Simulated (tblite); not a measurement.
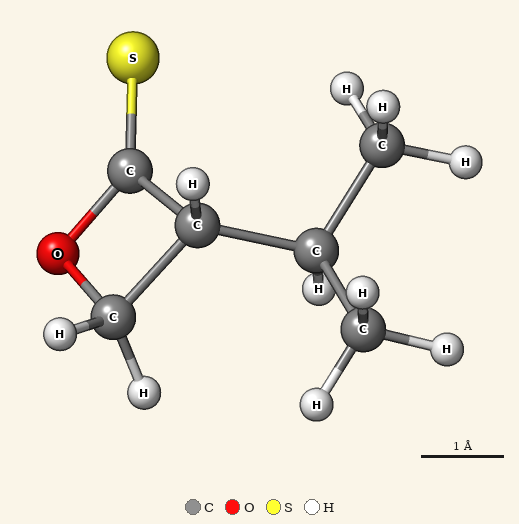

*The input geometry (ball-and-stick view, seen at a tilt).*

Bond lengths as drawn: C–C 1.51 to 1.54 Å, C–H 1.09 to 1.10 Å, C–O 1.35 to 1.44 Å and C–S 1.61 Å.

## Relaxed scan, with input and output: C₆H₁₀OS

- system: C₆H₁₀OS, SMILES CC(C)[C@@H]1COC1=S
- method: GFN2-xTB relaxed scan under a harmonic restraint, gas phase (tblite 0.8.0)

### The input
```
{"job": {"xc": "GFN2-xTB", "basis": "xTB", "coordinate": [["t", [0, 1, 3, 4], 0.1111111111111111], ["t", [0, 1, 3, 6], 0.1111111111111111], ["t", [0, 1, 3, 15], 0.1111111111111111], ["t", [2, 1, 3, 4], 0.1111111111111111], ["t", [2, 1, 3, 6], 0.1111111111111111], ["t", [2, 1, 3, 15], 0.1111111111111111], ["t", [11, 1, 3, 4], 0.1111111111111111], ["t", [11, 1, 3, 6], 0.1111111111111111], ["t", [11, 1, 3, 15], 0.1111111111111111]], "kind": "drive"}, "charge": 0, "multiplicity": 1}
C      1.463053    -1.088825    -0.288316
C      0.488258     0.071312    -0.478438
C      1.210982     1.411146    -0.376504
C     -0.618690    -0.003705     0.575077
C     -1.643380    -1.147316     0.457718
O     -2.696750    -0.187904     0.267369
C     -1.841228     0.853631     0.350021
S     -2.158992     2.422756     0.223490
H      0.953168    -2.047084    -0.356831
H      2.234556    -1.055373    -1.053161
H      1.943274    -1.023429     0.685542
H      0.027872    -0.007305    -1.469781
H      1.961184     1.492371    -1.158775
H      1.706482     1.503060     0.587477
H      0.508710     2.233465    -0.482694
H     -0.190824     0.113766     1.572737
H     -1.542511    -1.787844    -0.419035
H     -1.813923    -1.746406     1.352448
```

The first line tells a small driver script what to run in tblite; the rest is the geometry in Å.

Run on 1 CPU thread, shared host.

Launch command:
```bash
OMP_NUM_THREADS=1 python <driver script> task.json out
```

### The program's output
```
point  coordinate     E/eV
  0    -33.100     -686.66821
  1    -48.000     -686.61308
  2    -63.300     -686.56888
  3    -78.600     -686.55591
  4    -93.800     -686.57921
  5   -108.900     -686.62453
  6   -123.700     -686.65991
  7   -138.300     -686.65880
```

### Results in brief

```tsv
quantity	value
outcome	converged
wall time	2.5 s
peak memory	0.19 GiB
```
